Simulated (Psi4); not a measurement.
**wB97X-V/def2-TZVP run of SiNH5 (SMILES [SiH3]N)**

Aim: the vertical singlet–triplet gap of SiNH5 at wB97X-V/def2-TZVP, from 2 runs. 

Program for the calculation: Psi4 1.11.

## Step 1: Starting point

SiNH5 has 7 atoms, charge 0, and is taken as a singlet. SMILES: `[SiH3]N`. The coordinates come from a PBE0-D4/def2-TZVP relaxation.

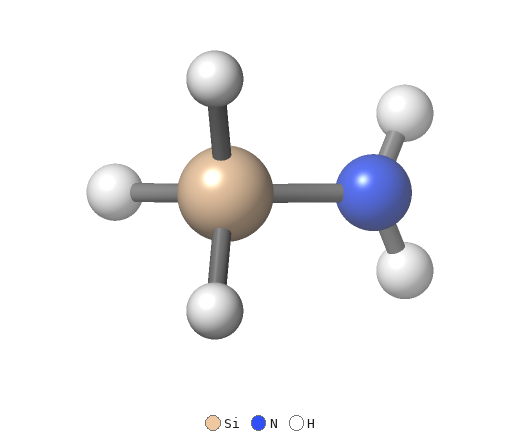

Viewed from a chosen angle; silicon light orange, nitrogen blue, hydrogen white.

## Step 2: The energy at wB97X-V/def2-TZVP

Contents of calc.py:

```python
import psi4

psi4.set_memory(2200000000)
psi4.set_num_threads(1)
psi4.core.set_output_file('h5nsi.out', False)

molecule = psi4.geometry("""
0 1
Si    -0.413010    -0.292700    -0.422350
N      0.611760     0.348670     0.801280
H     -0.018320    -1.706330    -0.653330
H     -1.813170    -0.217090     0.068940
H     -0.367930     0.402730    -1.743970
H      0.391580     1.238230     1.219480
H      1.609100     0.226510     0.729930
units angstrom
symmetry c1
""")

psi4.set_options({
    'basis': 'def2-TZVP',
    'puream': True,
    'e_convergence': 1e-09,
    'd_convergence': 1e-08,
    'scf_type': 'pk',
    'dft_radial_points': 99,
    'dft_spherical_points': 590,
})

energy_value, wavefunction = psi4.energy("wb97x-v", return_wfn=True)
print(f'wb97x-v energy: {energy_value:.10f} Eh')
```

Command:

```sh
python calc.py
```

h5nsi.out:

```text
[...]
  Running in c1 symmetry.
[...]
  Nuclear repulsion =   64.839844758789525
[...]
  Multiplicity = 1
[...]
  Nalpha       = 13
  Nbeta        = 13
[...]
    Number of basis functions: 98
[...]
   @RKS iter   1:  -347.06738319888342   -4.26463e-01   6.70911e-03 DIIS/ADIIS
[...]
   @RKS iter  11:  -347.23503385486362   -3.46745e-12   2.83769e-09 DIIS
[...]
    Orbital Energies [Eh]
    ---------------------
    Doubly Occupied:
       1A    -66.128560     2A    -14.386687     3A     -5.379443
       4A     -3.729540     5A     -3.729101     6A     -3.728613
       7A     -0.979239     8A     -0.658618     9A     -0.603350
      10A     -0.507377    11A     -0.454395    12A     -0.440230
      13A     -0.363224
[...]
  @RKS Final Energy:  -347.23503385486362
   => Energetics <=
    Nuclear Repulsion Energy =             64.8398447587895248
    One-Electron Energy =                -607.4722939462305931
    Two-Electron Energy =                 216.8446836559611768
    DFT Exchange-Correlation Energy =     -21.5540682758918152
    Empirical Dispersion Energy =           0.0000000000000000
    VV10 Nonlocal Energy =                  0.1067999525081302
    Total Energy =                       -347.2350338548636728
[...]
 Multipole Moments:
 ------------------------------------------------------------------------------------
     Multipole            Electronic (a.u.)      Nuclear  (a.u.)        Total (a.u.)
 ------------------------------------------------------------------------------------
 L = 1.  Multiply by 2.5417464519 to convert [e a0] to [Debye]
 Dipole X            :          0.2394553            0.1220526            0.3615079
 Dipole Y            :          0.1064720            0.2767427            0.3832147
 Dipole Z            :          0.3760788           -0.2689404            0.1071384
 Magnitude           :                                                    0.5376059
[...]
```

The script printed:

```text
wb97x-v energy: -347.2350338549 Eh
```

Wall time 82 s (1 thread of Intel Xeon Platinum 8488C (Sapphire Rapids), shared host); peak memory 1 GiB.

## Step 3: The triplet

Contents of h5nsi.dat:

```
memory 2200 mb

molecule geom {
  0 3
  Si
  N 1 1.72011
  H 1 1.48576 2 107.8841
  H 1 1.485776 3 110.49742 2 -117.72845
  H 1 1.4941 3 107.29691 4 -116.66494
  H 2 1.007317 1 119.62944 3 -168.63249
  H 2 1.007324 6 110.66576 1 145.30845
  symmetry c1
  no_reorient
  no_com
}

set globals {
  basis                def2-TZVP
  reference            uks
  puream               true
  e_convergence        1e-09
  d_convergence        1e-08
  scf_type             pk
  dft_radial_points    99
  dft_spherical_points 590
  maxiter              100
}

e = energy("wb97x-v")
```

Command:

```sh
psi4 -i h5nsi.dat -o h5nsi.out -n 1
```

h5nsi.out:

```text
[...]
  Running in c1 symmetry.
[...]
  Nuclear repulsion =   64.839848001921297
[...]
  Multiplicity = 3
[...]
  Nalpha       = 14
  Nbeta        = 12
[...]
    Number of basis functions: 98
[...]
   @UKS iter   1:  -346.82868616482023   -1.87766e-01   6.17904e-03 DIIS/ADIIS
[...]
   @UKS iter  18:  -347.00126319865603   -5.00222e-12   6.49926e-09 DIIS
[...]
   @S^2 Observed:                2.006269157E+00
[...]
    Orbital Energies [Eh]
    ---------------------
    Alpha Occupied:
       1A    -66.151403     2A    -14.529990     3A     -5.404520
       4A     -3.755961     5A     -3.753558     6A     -3.752808
       7A     -1.110834     8A     -0.720897     9A     -0.706287
      10A     -0.588782    11A     -0.557750    12A     -0.458542
      13A     -0.456300    14A     -0.135205
    Alpha Virtual:
      15A      0.100847    16A      0.103514    17A      0.122745
      18A      0.129020    19A      0.144455    20A      0.232712
      21A      0.250733    22A      0.265728    23A      0.276691
      24A      0.294054    25A      0.335526    26A      0.348787
[...]
  @UKS Final Energy:  -347.00126319865603
   => Energetics <=
    Nuclear Repulsion Energy =             64.8398480019212968
    One-Electron Energy =                -605.9057096262467894
    Two-Electron Energy =                 215.4343165331377179
    DFT Exchange-Correlation Energy =     -21.4756242730181697
    Empirical Dispersion Energy =           0.0000000000000000
    VV10 Nonlocal Energy =                  0.1059061655499299
    Total Energy =                       -347.0012631986560905
[...]
 Multipole Moments:
 ------------------------------------------------------------------------------------
     Multipole            Electronic (a.u.)      Nuclear  (a.u.)        Total (a.u.)
 ------------------------------------------------------------------------------------
 L = 1.  Multiply by 2.5417464519 to convert [e a0] to [Debye]
 Dipole X            :          0.3763837           -0.3494316            0.0269521
 Dipole Y            :          0.2194792           -0.2036476            0.0158316
 Dipole Z            :          0.4073262           -0.0154138            0.3919124
 Magnitude           :                                                    0.3931569
[...]
```

Wall time 2.5 min (1 thread of Intel Xeon Platinum 8488C (Sapphire Rapids), shared host); peak memory 1 GiB.

## Step 4: Summary of results

At wB97X-V/def2-TZVP:

```
                                        quantity          value
                           singlet: total energy  -347.23503 Eh
                          singlet: dipole moment         1.37 D
                            singlet: HOMO energy       -9.88 eV
                            singlet: LUMO energy        2.27 eV
                          singlet: HOMO–LUMO gap       12.16 eV
                           triplet: total energy  -347.00126 Eh
                          triplet: dipole moment         1.00 D
     triplet: HOMO energy (highest over α and β)       -3.68 eV
                                   triplet: ⟨S²⟩          2.006
vertical energy of the triplet above the singlet       6.361 eV
```

In words: At this shape the triplet lies 6.36 eV (614 kJ/mol) above the singlet.
